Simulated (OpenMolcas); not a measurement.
**PBE0/ANO-RCC-VTZP (DKH2) run of AlCl2F (SMILES [F][Al]([Cl])[Cl])**

What is the vertical singlet–triplet gap of AlCl2F at PBE0/ANO-RCC-VTZP (DKH2)? 

The calculation is run with OpenMolcas 26.06.

## 1. Starting point

The species is AlCl2F (4 atoms), meant as a singlet with charge 0. SMILES: `[F][Al]([Cl])[Cl]`. The coordinates come from a PBE0-D4/def2-TZVP relaxation.

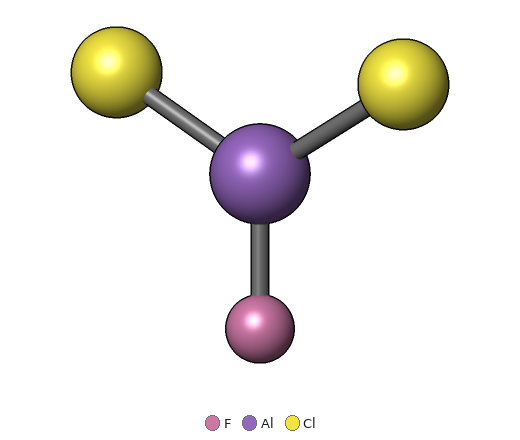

Viewed from a chosen angle; fluorine pink, aluminium purple, chlorine yellow.

## 2. The energy at PBE0/ANO-RCC-VTZP (DKH2)

The input, job.inp:

```
* AlCl2F Kohn-Sham DFT

&gateway
  coord
  4
  angstrom
  F        0.087420       0.388220       1.682350
  Al       0.004800       0.021530       0.093600
  Cl       1.223040      -1.463690      -0.663450
  Cl      -1.315270       1.053930      -1.112510
  basis=ANO-RCC-VTZP
  group=NoSym

&seward

&scf
  ksdft=PBE0
  prorbitals=0
```

Launch:

```bash
$ export MOLCAS_MEM=1860
$ pymolcas job.inp > job.log
```

Standard output:

```text
--- Start Module: gateway ---

                                              &GATEWAY

                       available to each process: 1.9 GB of memory, 1 thread

++    Symmetry information:
      ---------------------

                    Character Table for C1

                             E
                    a        1  x, y, xy, Rz, z, xz, Ry, yz, Rx, I
--

++    Basis set information:
      ----------------------

      Basis set label: F.ANO-RCC...4S3P2D1F.

      Electronic valence basis set:
      ------------------
      Associated Effective Charge   9.000000 au
      Associated Actual Charge      9.000000 au
      Nuclear Model: Point charge

      Shell  nPrim  nBasis  Cartesian Spherical Contaminant
         s      14       4        X
         p       9       3        X
         d       4       2                 X
         f       3       1                 X

      Basis set label: AL.ANO-RCC...5S4P2D1F.

      Electronic valence basis set:
      ------------------
      Associated Effective Charge  13.000000 au
      Associated Actual Charge     13.000000 au
      Nuclear Model: Point charge

      Shell  nPrim  nBasis  Cartesian Spherical Contaminant
         s      17       5        X
         p      12       4        X
         d       5       2                 X
         f       3       1                 X

      Basis set label: CL.ANO-RCC...5S4P2D1F.

      Electronic valence basis set:
      ------------------
      Associated Effective Charge  17.000000 au
      Associated Actual Charge     17.000000 au
      Nuclear Model: Point charge

      Shell  nPrim  nBasis  Cartesian Spherical Contaminant
         s      17       5        X
         p      12       4        X
         d       5       2                 X
         f       4       1                 X
--

++    Molecular structure info:
      -------------------------

                    ************************************************
                    **** Cartesian Coordinates / bohr, angstrom ****
                    ************************************************

     Center  Label                x              y              z                     x              y              z
        1      F1               0.165200       0.733629       3.179181              0.087420       0.388220       1.682350
        2      AL2              0.009071       0.040686       0.176878              0.004800       0.021530       0.093600
        3      CL3              2.311211      -2.765973      -1.253739              1.223040      -1.463690      -0.663450
        4      CL4             -2.485500       1.991639      -2.102339             -1.315270       1.053930      -1.112510

                    ***************************************
                    *    InterNuclear Distances / bohr    *
                    ***************************************

               1 F1            2 AL2           3 CL3           4 CL4
    1 F1       0.000000
    2 AL2      3.085185        0.000000
    3 CL3      6.041801        3.901775        0.000000
    4 CL4      6.041792        3.901786        6.809070        0.000000

                    *******************************************
                    *    InterNuclear Distances / angstrom    *
                    *******************************************

               1 F1            2 AL2           3 CL3           4 CL4
    1 F1       0.000000
    2 AL2      1.632610        0.000000
    3 CL3      3.197183        2.064730        0.000000
    4 CL4      3.197179        2.064736        3.603205        0.000000
--

            Nuclear Potential Energy            244.29536169 au

--- Stop Module: gateway /rc=_RC_ALL_IS_WELL_ ---

--- Start Module: seward ---

                                              &SEWARD

                       available to each process: 1.9 GB of memory, 1 thread

               SEWARD will generate:
                  Multipole Moment integrals up to order  2
                  Kinetic Energy integrals
                  Nuclear Attraction integrals (point charge)
                  One-Electron Hamiltonian integrals
                  Velocity integrals
                  Relativistic Douglas-Kroll-Hess integrals:
                    - Parametrization         : EXP
                    - DKH order of Hamiltonian: 2
                    - DKH order of Properties : 0
                         - multipole moment operators
                         - electric potential operators
                         - contact operators
                  Orbital angular momentum around ( -0.0234  -0.1039  -0.4502 )
                  Velocity quadrupole around ( -0.0234  -0.1039  -0.4502 )
                  Atomic mean-field integrals
                  Two-Electron Repulsion integrals

                   Integrals are discarded if absolute value <: 1.00E-14
                   Integral cutoff threshold is set to       <: 1.00E-16

            Nuclear Potential Energy            244.29536169 au

      Basis set specifications :
      Symmetry species         a
      Basis functions          132

--- Stop Module: seward /rc=_RC_ALL_IS_WELL_ ---
--- Module seward spent 25 seconds ---

--- Start Module: scf ---

                                                &SCF

                       available to each process: 1.9 GB of memory, 1 thread

 ###############################################################################
 ###     Minimized-density-differences option turned off!                    ###
 ###############################################################################
++    Input section:
      --------------

      Header of the integral files:

      Cartesian coordinates in angstrom:
      -----------------------------------------------------
      No.  Label        X            Y            Z
      -----------------------------------------------------
       1   F1         0.08742000   0.38822000   1.68235000
       2   AL2        0.00480000   0.02153000   0.09360000
       3   CL3        1.22304000  -1.46369000  -0.66345000
       4   CL4       -1.31527000   1.05393000  -1.11251000
      -----------------------------------------------------
      Nuclear repulsion energy =  244.29536169
--

++    Orbital specifications:
      -----------------------

      Symmetry species               1
                                     a
      Frozen orbitals                0
      Occupied orbitals             28
      Secondary orbitals           104
      Deleted orbitals               0
      Total number of orbitals     132
      Number of basis functions    132
--

      Molecular charge                           0.000

      Numerical integration parameters
      --------------------------------
      Radial quadrature type:                         MHL
      Size of radial grid:                            75
      Lebedev angular grid:                           29
      Angular grid pruned with the crowding factor:  3.00E+00
                                 and fading factor:  6.00E+00
      Screening threshold for integral computation:   1.00E-11
      Radial quadrature accuracy:                     1.00E-25
      Maximum batch size:                             128
      AO values are stored on disk
      The same grid will be used for all iterations.

      DFT functional specifications
      -----------------------------
      Using Libxc version: 6.2.2
      Please cite the following reference:
      S. Lehtola, C. Steigemann, M. J.T. Oliveira, and M. A.L. Marques.,  SoftwareX 7, 1–5 (2018) doi:10.1016/j.softx.2017.11.002

      * PBEH (PBE0)

++    Optimization specifications:
      ----------------------------

      SCF Algorithm: Conventional
      D(i)-D(i-1) density differences are used
      Number of density matrices in core                 5
      Maximum number of NDDO SCF iterations            400
      Maximum number of HF SCF iterations              400
      Threshold for SCF energy change             1.00E-09
      Threshold for density matrix                1.00E-04
      Threshold for Fock matrix                   1.50E-04
      Threshold for linear dependence             1.00E-09
      Threshold at which DIIS is turned on        1.50E-01
      Maximum depth in the DIIS procedure                5
      Maximum depth in the BFGS Hessian update          30
      Threshold at which QNR/C2DIIS is turned on  7.50E-02
      Threshold for Norm(delta) (QNR/C2DIIS)      1.00E-03
      All orbitals punched on: SCFORB
--

      Input vectors read from INPORB
      Orbital file label: *Guess orbitals

++ Convergence information
                                   PBE0       iterations: Energy and convergence statistics

Iter     Tot. PBE0       One-elec.       Two-elec.     Energy      Max Dij or  Max Fij      DNorm      TNorm      AccCon     Time
         Energy          Energy          Energy        Change      Delta Norm                                                in Sec.

 The total and one-electron energies are shifted by a value of      1000. a.u.

   1  -265.543538434 -1301.614658744   791.775758617   0.00E+00    3.33E-01*   1.58E-01*    1.05E+01   2.49E+02   None         1.
   2  -265.376031931 -1303.484480642   793.813087018   1.68E-01*   1.12E-01*   7.01E-02*    3.68E+00   2.50E+02   EDIIS        1.
   3  -265.844913050 -1305.459192021   795.318917278  -4.69E-01*   7.95E-02*   1.84E-02*    1.28E+00   2.50E+02   c2DIIS       1.
   4  -265.845328326 -1303.059234572   792.918544553  -4.15E-04*   1.13E-02*   9.52E-03*    5.02E-01   2.50E+02   c2DIIS       1.
   5  -265.855665788 -1303.962420962   793.811393481  -1.03E-02*   1.55E-02*   2.57E-03*    8.77E-02   2.50E+02   QNRc2DIIS    1.
   6  -265.855618512 -1304.156056767   794.005076562   4.73E-05*   8.29E-03*   2.85E-03*    6.20E-02   2.50E+02   QNRc2DIIS    1.
   7  -265.855801163 -1304.101221879   793.950059023  -1.83E-04*   7.70E-04    3.44E-04*    3.33E-02   2.50E+02   QNRc2DIIS    1.
   8  -265.855802598 -1304.073648420   793.922484129  -1.44E-06*   2.68E-04    1.41E-04     2.88E-03   2.50E+02   QNRc2DIIS    1.
   9  -265.855802757 -1304.075392415   793.924227965  -1.59E-07*   8.05E-05    2.86E-05     1.12E-03   2.50E+02   QNRc2DIIS    1.
  10  -265.855802774 -1304.077372696   793.926208229  -1.66E-08*   1.33E-05    5.80E-06     3.49E-04   2.50E+02   QNRc2DIIS    1.
  11  -265.855802774 -1304.077135895   793.925971428  -4.66E-10    2.54E-06    1.67E-06     6.30E-05   2.50E+02   QNRc2DIIS    1.

       Convergence after  11 Iterations
--

 *****************************************************************************************************************************
 *                                             SCF/KS-DFT Program, Final results                                             *
 *                                                       Final Results                                                       *
 *****************************************************************************************************************************

::    Total KS-DFT energy                           -1265.8558027745
      One-electron energy                           -2304.0771358954
      Two-electron energy                             793.9259714281
      Nuclear repulsion energy                        244.2953616928
      Kinetic energy (interpolated)                  1283.6315671566
      Virial theorem                                    0.9861519732
      Total spin, S(S+1)                                0.0000000000
      Total spin, S                                     0.0000000000
      Max non-diagonal density matrix element           0.0000018139
      Max non-diagonal Fock matrix element              0.0000004493

      No orbitals printed

++    Molecular charges:
      ------------------

      Mulliken charges per centre
      ---------------------------

                F1      AL2     CL3     CL4
      Total    9.3479 12.5217 17.0652 17.0652

      N-E     -0.3479  0.4783 -0.0652 -0.0652

      Total electronic charge=   56.000000

      Total            charge=   -0.000000
--

++    Static properties:
      ------------------

      LoProp Charges per center

                   F1       AL2      CL3      CL4
      Nuclear      9.0000  13.0000  17.0000  17.0000
      Electronic  -9.5408 -11.8498 -17.3047 -17.3047

      Total       -0.5408   1.1502  -0.3047  -0.3047
--

++    Natural Bond Order analysis
      ---------------------------
      Based on LoProp computed density
      -------------------------------------------------------------------------------------
      Atom A       Atom B       Bond Order
      -------------------------------------------------------------------------------------
      NBO located      0.977 non-bonded electrons on atom F1
      NBO located      0.999 non-bonded electrons on atom F1
      NBO located      1.000 non-bonded electrons on atom F1
      NBO located      1.000 non-bonded electrons on atom AL2
      NBO located      0.998 non-bonded electrons on atom AL2
      NBO located      0.990 non-bonded electrons on atom AL2
      NBO located      0.994 non-bonded electrons on atom AL2
      NBO located      0.994 non-bonded electrons on atom AL2
      NBO located      0.995 non-bonded electrons on atom CL3
      NBO located      1.000 non-bonded electrons on atom CL3
      NBO located      1.000 non-bonded electrons on atom CL3
      NBO located      1.000 non-bonded electrons on atom CL3
      NBO located      1.000 non-bonded electrons on atom CL3
      NBO located      0.995 non-bonded electrons on atom CL4
      NBO located      1.000 non-bonded electrons on atom CL4
      NBO located      1.000 non-bonded electrons on atom CL4
      NBO located      1.000 non-bonded electrons on atom CL4
      NBO located      1.000 non-bonded electrons on atom CL4
      The remaining   11.260 electrons are to be considered as diffuse
--

++    Molecular properties:
      ---------------------

      Charge (e):
                      =   -0.0000
      Dipole Moment (debye):
      Origin of the operator (angstrom)=   -0.0124   -0.0550   -0.2382
                   X= -2.5894E-02               Y= -1.1371E-01               Z= -4.9076E-01           Total=  5.0442E-01
      Quadrupole Moment (debye*angstrom):
      Origin of the operator (angstrom)=   -0.0124   -0.0550   -0.2382
                  XX= -4.1208E+01              XY=  2.8517E+00              XZ= -9.3464E-01              YY= -4.1557E+01
                  YZ= -1.2948E+00              ZZ= -4.6177E+01
      In traceless form (debye*angstrom)
                  XX=  2.6598E+00              XY=  4.2776E+00              XZ= -1.4020E+00              YY=  2.1353E+00
                  YZ= -1.9422E+00              ZZ= -4.7951E+00
--

--- Stop Module: scf /rc=_RC_ALL_IS_WELL_ ---
--- Module scf spent 18 seconds ---

.##################.
.# Happy landing! #.
.##################.

    Timing: Wall=44.75 User=39.74 System=5.00
```

It took 45 s on 1 thread of Arm Neoverse V1, shared host; peak memory 0.99 GiB.

(Part 1 of 2 ends here.)
